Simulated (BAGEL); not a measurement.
**HF/STO-3G (density fitting with qzvpp-jkfit) run of BNH4 (SMILES BN)**

What is the energy change on altering one bond length of BNH4 at HF/STO-3G (density fitting with qzvpp-jkfit)? 

Program for the calculation: BAGEL 1.2.2.

6 further runs of the same task are left out: 6 set aside as unsound or not needed. Runs told in other sessions of the task aren't counted.

## (1) Starting point

BNH4: 6 atoms, total charge 0, spin state singlet. SMILES: `BN`. The shape is that of a PBE0-D4/def2-TZVP optimisation.

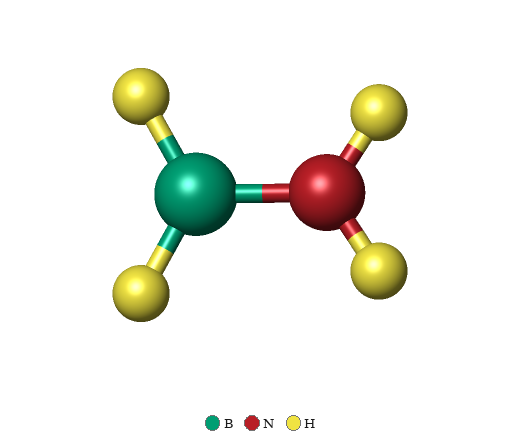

Viewed from a chosen angle; boron teal, nitrogen red, hydrogen yellow.

## (2) The energy at HF/STO-3G (density fitting with qzvpp-jkfit)

hf.json reads:

```json
{ "bagel": [

{
  "title": "molecule",
  "basis": "sto-3g",
  "df_basis": "qzvpp-jkfit",
  "angstrom": "true",
  "geometry": [
    { "atom": "B", "xyz": [      -0.128200,      -0.679600,      -0.025600 ] },
    { "atom": "N", "xyz": [       0.146100,       0.677400,       0.010800 ] },
    { "atom": "H", "xyz": [       0.225800,      -1.368000,       0.887500 ] },
    { "atom": "H", "xyz": [      -0.712000,      -1.128700,      -0.969200 ] },
    { "atom": "H", "xyz": [      -0.121600,       1.313700,      -0.720800 ] },
    { "atom": "H", "xyz": [       0.632000,       1.121400,       0.771300 ] }
  ]
},

{
  "title": "hf"
},

{
  "title": "print",
  "file": "orbitals.molden",
  "orbitals": "true"
}

]}
```

Command:

```console
BAGEL_NUM_THREADS=1 BAGEL hf.json > hf.out
```

The program printed:

```text
* using 1 threads per process

  ===============================================================
  ===============================================================

  *** Geometry ***

  { "atom" : "B", "xyz" : [     -0.242263,     -1.284258,     -0.048377 ] },
  { "atom" : "N", "xyz" : [      0.276089,      1.280100,      0.020409 ] },
  { "atom" : "H", "xyz" : [      0.426700,     -2.585145,      1.677132 ] },
  { "atom" : "H", "xyz" : [     -1.345485,     -2.132934,     -1.831523 ] },
  { "atom" : "H", "xyz" : [     -0.229791,      2.482533,     -1.362115 ] },
  { "atom" : "H", "xyz" : [      1.194307,      2.119139,      1.457546 ] },

  Number of auxiliary basis functions:      224

  Since a DF basis is specified, we compute 2- and 3-index integrals:
    o Being stored without compression. Storage requirement is 0.000 GB

  Number of basis functions:       14
  Number of electrons      :       16

    * METHOD: MOLECULE                             0.05

  *** RHF ***

  === Nuclear Repulsion ===
    32.3160930479

      * DIIS with orbital gradients will be used.

  === RHF iteration (sto-3g) ===
      0        -80.44216922          0.01597511           0.00
      1        -80.46216933          0.00444618           0.00
      2        -80.46369116          0.00140236           0.00
      3        -80.46383629          0.00013607           0.00
      4        -80.46383868          0.00003012           0.00
      5        -80.46383880          0.00000337           0.00
      6        -80.46383880          0.00000037           0.00
      7        -80.46383880          0.00000007           0.00
      8        -80.46383880          0.00000001           0.00
    * SCF iteration converged.

    * Permanent dipole moment:
           (   -0.134982,    -0.668394,    -0.017925) a.u.

    * METHOD: HF                                   0.06

    * METHOD: PRINT                                0.00

  ===============================================================
```

Run time: 0.24 s. Hardware: 1 thread of Arm Neoverse N1, shared host.

## (3) The distorted shape at the same level

calc.json reads:

```json
{ "bagel" : [

{
  "title" : "molecule",
  "basis" : "sto-3g",
  "df_basis" : "qzvpp-jkfit",
  "angstrom" : true,
  "geometry" : [
    { "atom" : "B", "xyz" : [      -0.169352,      -0.883187,      -0.031061 ] },
    { "atom" : "N", "xyz" : [       0.146100,       0.677400,       0.010800 ] },
    { "atom" : "H", "xyz" : [       0.184648,      -1.571587,       0.882039 ] },
    { "atom" : "H", "xyz" : [      -0.753152,      -1.332287,      -0.974661 ] },
    { "atom" : "H", "xyz" : [      -0.121600,       1.313700,      -0.720800 ] },
    { "atom" : "H", "xyz" : [       0.632000,       1.121400,       0.771300 ] }
  ]
},

{
  "title" : "hf"
},

{
  "title" : "print",
  "file" : "orbitals.molden",
  "orbitals" : true
}

]}
```

Command:

```console
BAGEL_NUM_THREADS=1 BAGEL calc.json > calc.out
```

The program printed:

```text
* using 1 threads per process

  ===============================================================
  ===============================================================

  *** Geometry ***

  { "atom" : "B", "xyz" : [     -0.320029,     -1.668982,     -0.058697 ] },
  { "atom" : "N", "xyz" : [      0.276089,      1.280100,      0.020409 ] },
  { "atom" : "H", "xyz" : [      0.348934,     -2.969869,      1.666812 ] },
  { "atom" : "H", "xyz" : [     -1.423251,     -2.517658,     -1.841842 ] },
  { "atom" : "H", "xyz" : [     -0.229791,      2.482533,     -1.362115 ] },
  { "atom" : "H", "xyz" : [      1.194307,      2.119139,      1.457546 ] },

  Number of auxiliary basis functions:      224

  Since a DF basis is specified, we compute 2- and 3-index integrals:
    o Being stored without compression. Storage requirement is 0.000 GB

  Number of basis functions:       14
  Number of electrons      :       16

    * METHOD: MOLECULE                             0.05

  *** RHF ***

  === Nuclear Repulsion ===
    30.0578892934

      * DIIS with orbital gradients will be used.

  === RHF iteration (sto-3g) ===
      0        -80.39299066          0.02245236           0.00
      1        -80.42365043          0.00792619           0.00
      2        -80.42737625          0.00199465           0.00
      3        -80.42772949          0.00029561           0.00
      4        -80.42774327          0.00005976           0.00
      5        -80.42774378          0.00000804           0.00
      6        -80.42774379          0.00000087           0.00
      7        -80.42774379          0.00000014           0.00
      8        -80.42774379          0.00000002           0.00
      9        -80.42774379          0.00000001           0.00
    * SCF iteration converged.

    * Permanent dipole moment:
           (   -0.072027,    -0.356928,    -0.009582) a.u.

    * METHOD: HF                                   0.06

    * METHOD: PRINT                                0.00

  ===============================================================
```

Wall time 0.26 s (1 thread of Arm Neoverse N1, shared host).

## (4) Outcome

Level: HF/STO-3G (density fitting with qzvpp-jkfit).

| quantity | value |
| --- | --- |
| first shape: total energy | -80.46384 Eh |
| first shape: dipole moment | 1.73 D |
| first shape: HOMO energy | -10.29 eV |
| first shape: LUMO energy | 9.17 eV |
| first shape: HOMO–LUMO gap | 19.46 eV |
| distorted shape: total energy | -80.42774 Eh |
| distorted shape: dipole moment | 0.93 D |
| distorted shape: HOMO energy | -8.91 eV |
| distorted shape: LUMO energy | 7.84 eV |
| distorted shape: HOMO–LUMO gap | 16.75 eV |
| energy change with the B1–N2 bond stretched from 1.385 to 1.593 Å | 0.982 eV |

**Reading.** With the B1–N2 bond stretched from 1.385 to 1.593 Å the energy rises by 0.98 eV (94.8 kJ/mol). The first shape isn't relaxed at this level, so the change isn't measured from a minimum. The minimal basis adds a large error of its own.
